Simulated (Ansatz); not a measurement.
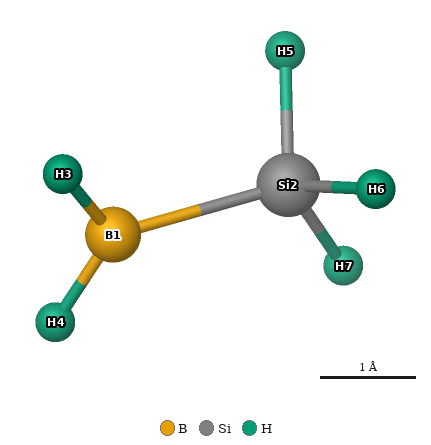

Figure 1. The structure (ball-and-stick view, seen at a tilt; atoms are numbered from 1 in the order of the input). Bond lengths as drawn: B–H 1.19 to 1.20 Å, B–Si 2.01 Å and H–Si 1.49 Å.

# Phonon calculation of BSiH$_{5}$

The run: phonon calculation of BSiH$_{5}$, SMILES B[SiH3]. Method and program: RKS PBE0-D4/def2-TZVP (Ansatz 0.2.0).

The geometry comes from this level: PBE0-D4/def2-TZVP. Figures and captions count atoms from 1; the log counts them from 0 in places.

### Input
```yaml
crystal:
  periodic: [false, false, false]
  atoms:
    - {symbol: B, position_ang: [-0.043203, -1.189043, 0.204262]}
    - {symbol: Si, position_ang: [0.089076, 0.785348, -0.148545]}
    - {symbol: H, position_ang: [-1.125977, -1.690592, 0.290092]}
    - {symbol: H, position_ang: [0.906406, -1.902534, 0.335399]}
    - {symbol: H, position_ang: [-0.615990, 1.093364, -1.427155]}
    - {symbol: H, position_ang: [-0.623563, 1.516685, 0.939637]}
    - {symbol: H, position_ang: [1.474452, 1.318774, -0.239488]}
basis:
  gaussian: {orbitals: def2-TZVP}
hamiltonian: {xc: pbe0, dispersion: d4}
phonons: {temperatures: {t_min: 298.15, t_max: 900, t_step: 200}}
```

Run on 2 CPU threads, shared host.

### Output
```
Functional definition: PBE0
  name "PBE0"
  cite "Adamo & Barone, J. Chem. Phys. 110, 6158 (1999) doi:10.1063/1.478522"
  cite "Perdew, Burke & Ernzerhof, Phys. Rev. Lett. 77, 3865 (1996) doi:10.1103/PhysRevLett.77.3865"
  parent pbe
  parameter a = 0.25
  parameter kappa = 0.804
  parameter beta = 0.06672455060314922
  exchange = (1 - a)*pbe_x(kappa = kappa, mu = beta*pi^2/3) + a*exact_x
  correlation = pbe_c(beta = beta)
657 factors; their error is unknown
mean field evaluation 1: about -8628.9670 eV, gradient 1.5e1 eV
mean field evaluation 2: about -8629.4737 eV, gradient 9.8e0 eV
mean field evaluation 4: about -8629.8074 eV, gradient 2.7e-1 eV
mean field evaluation 8: about -8629.8371 eV, gradient 1.6e-1 eV
mean field -8629.83717541 eV, -317.1406666827 hartree, gradient 1.4e-5 eV, S^2 0.000000; 0 other end points of the search recorded, 0 dependent functions left out
the calculation of the forces begins
reference -8629.83720751 eV, -317.1406678622 hartree; 12, 12 occupied and 86, 86 virtual orbitals, 657 factors
these checks for a lower state are left out or cut short: stability, starts, cluster_reference, orbital_swaps, neighbouring_geometries, increment
657 factors; their error is unknown
mean field evaluation 16: about -8629.8075 eV, gradient 1.9e-1 eV
mean field -8629.83705935 eV, -317.1406624174 hartree, gradient 1.1e-6 eV, S^2 0.000000; 0 other end points of the search recorded, 0 dependent functions left out
[... from here on the field's lines of each further geometry are left out, up to the last ...]
the calculation of the forces begins
reference -8629.83720062 eV, -317.1406676089 hartree; 12, 12 occupied and 86, 86 virtual orbitals, 657 factors
these checks for a lower state are left out or cut short: stability, starts, cluster_reference, orbital_swaps, neighbouring_geometries, increment
657 factors; their error is unknown
mean field -8629.83717004 eV, -317.1406664854 hartree, gradient 9.9e-7 eV, S^2 0.000000; 0 other end points of the search recorded, 0 dependent functions left out
the calculation of the forces begins
reference -8629.83720214 eV, -317.1406676649 hartree; 12, 12 occupied and 86, 86 virtual orbitals, 657 factors
WARN: phonons: modes at or below zero, which the zero-point energy, F, S and C_V leave out: 1, the lowest at -81.20 cm⁻¹. A minimum has none, and a first-order saddle one
Total energy: -8629.90885436 eV, -317.1433008354 hartree
Atom 0 at    -0.043203    -1.189043     0.204262 Å, force     0.000198    -0.000320     0.000069 eV/Å
Atom 1 at     0.089076     0.785348    -0.148545 Å, force     0.000139    -0.000213    -0.000013 eV/Å
Atom 2 at    -1.125977    -1.690592     0.290092 Å, force    -0.000049    -0.000002     0.000018 eV/Å
Atom 3 at     0.906406    -1.902534     0.335399 Å, force    -0.000194    -0.000039     0.000019 eV/Å
Atom 4 at    -0.615990     1.093364    -1.427155 Å, force     0.000144     0.000169    -0.000122 eV/Å
Atom 5 at    -0.623563     1.516685     0.939637 Å, force     0.000080     0.000128     0.000107 eV/Å
Atom 6 at     1.474452     1.318774    -0.239488 Å, force    -0.000318     0.000277    -0.000078 eV/Å
Dipole moment:     0.003405    -0.075659     0.013538 e Å
Vibrations: -81.20 418.62 437.04 635.29 745.90 880.60 911.07 929.22 960.10 1172.60 2197.42 2199.10 2224.82 2588.02 2674.69 cm⁻¹, zero-point energy 1.176269 eV
```

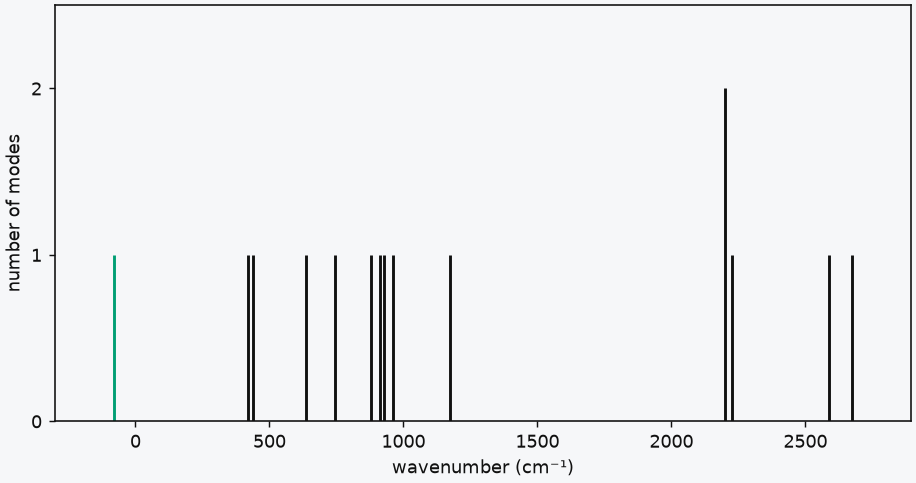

Figure 2. Harmonic vibrational wavenumbers from the force constants; neighbouring modes closer than 13 cm⁻¹ are counted in one stick, and imaginary ones are drawn at negative wavenumbers. 15 modes from 81i to 2675 cm⁻¹, 1 imaginary beyond 8i (81i cm⁻¹): not a clean minimum; so soft a mode can be a shallow saddle, an incomplete relaxation or noise of the force constants.

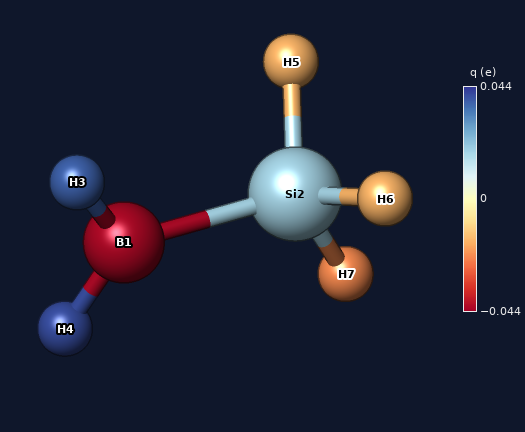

Figure 3. Mulliken charges, as the colour of each atom (ball-and-stick view, seen at a tilt; atoms are numbered from 1 in the order of the input). By element: B −0.04, Si +0.02 and H −0.02 to +0.04 e.

### Key numbers

| quantity | value |
| --- | --- |
| outcome | converged |
| total energy | −8629.9089 eV |
| mean-field energy | −8629.8372 eV |
| dispersion energy | −0.0716 eV |
| largest force (length of the vector) | under 0.001 eV/Å |
| dipole moment | 0.37 D |
| wall time | 20 s (CPU time 36 s) |
| peak memory | 0.18 GiB |
